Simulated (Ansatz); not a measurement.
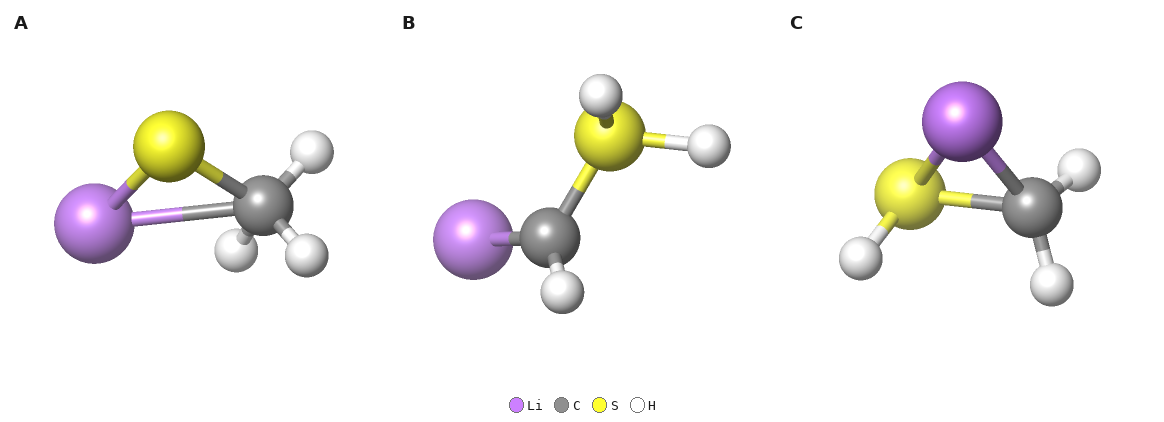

3 stationary structures of one formula. Geometries: PBE0-D4/def2-TZVP. Electronic energies: RHF-CCSD(T) (frozen core)/def2-TZVPP (Ansatz 0.2.0), without zero-point energy. No frequency run is at hand to confirm each as a minimum.

Which is lowest in energy, and by how much?

A is lowest (Cs); C lies 29.6 kcal/mol above it (C1), B lies 90.6 kcal/mol above it (Cs).
